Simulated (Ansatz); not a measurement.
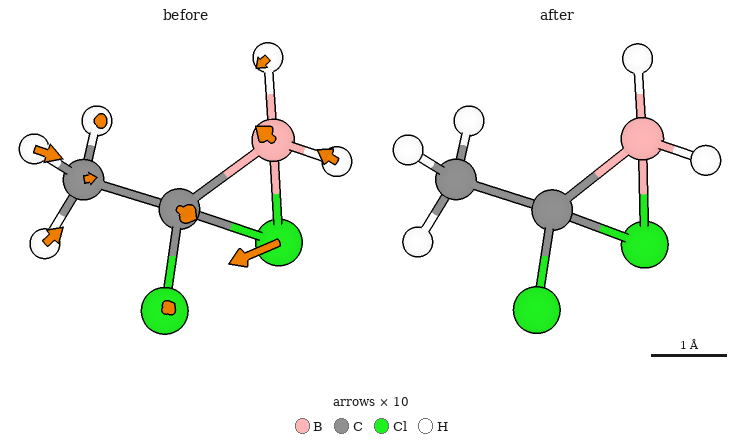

The structure of C2H5BCl2 before (left) and after (right) a relaxation, at one scale. The orange arrows give the displacements, 10 times their true length.

The picture is a ball-and-stick view, seen at a tilt.

The start comes from PBE-D4/def2-SVP.

Theory: RKS PBE0-D4/def2-TZVP (Ansatz 0.2.0). Settings: force threshold 0.005 eV/Å; at most 150 steps.

What changed between the two?

The largest move after the best rigid fit is that of a Cl atom, 0.081 Å. Largest moves by element: Cl 0.081 Å, C 0.045 Å, H 0.042 Å, B 0.038 Å. Near-neighbour distances that change, for instance: C–Cl 2.002 → 1.898 Å, B–Cl 2.084 → 2.109 Å, B–H 1.216 → 1.194 Å, C–H 1.106 → 1.090 Å. Bond angles that change, for instance: C–B–Cl 64.7° → 60.1°, B–C–Cl 70.2° → 74.5°. After 7 accepted moves (8 points after the start) the energy has fallen by 0.062 eV. Largest force component: 0.54 eV/Å at the start, 0.0021 eV/Å at the end. The line search rejected the trial step at point 4 of the run.
